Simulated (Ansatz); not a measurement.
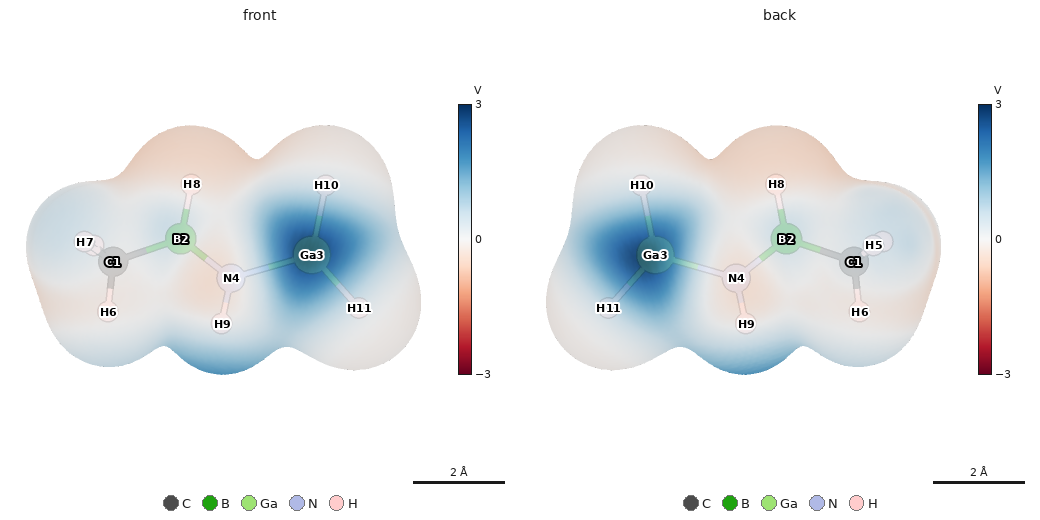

*CH7BGaN. The electrostatic potential painted on the density surface at 0.002 e/bohr³, seen from the front and from behind; red is negative and blue positive.*

Geometry: B3LYP-D3(BJ)/def2-SVP.

Method: Ansatz 0.2.0, isolated molecule in a Gaussian basis; Kohn-Sham density functional theory, functional PBE0.

```xyz
11

C    -0.0781   -0.7590   -0.6511
B    -0.8724    0.2438    0.2704
Ga   -2.9004    2.2804    0.8123
N    -1.9145    1.0734   -0.2023
H    -0.1672   -1.7876   -0.2569
H    -0.3986   -0.7665   -1.7065
H     1.0020   -0.5272   -0.6208
H    -0.5915    0.3243    1.4500
H    -2.1411    0.9971   -1.1934
H    -2.5449    2.3886    2.3279
H    -4.0057    3.0824    0.0409
```

Question: Which sites attract a positive test charge, and which a negative one?

Answer: A positive charge is drawn to the negative regions and a negative charge to the positive ones. The most negative region (about −0.5 V) lies over H8, the most positive (about +2.8 V) over Ga3.

Question: How polar is the molecule by this calculation?

Answer: Its dipole moment is 1.17 D.
